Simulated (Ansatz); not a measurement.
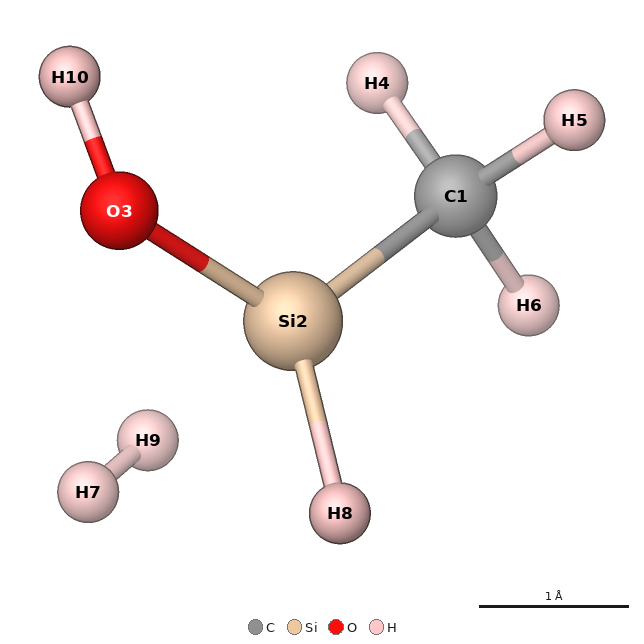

Orthographic view. Atoms fade into the background with distance from the viewer. The species has charge +1 and is a spin singlet. The geometry was computed by an optimisation with PBE-D4/def2-SVP. No frequency run is at hand to confirm it as a minimum.

List the bonded neighbours of every atom.

C1: Si2, H4, H5, H6
Si2: C1, O3, H8
O3: Si2, H10
H4: C1
H5: C1
H6: C1
H7: H9
H8: Si2
H9: H7
H10: O3
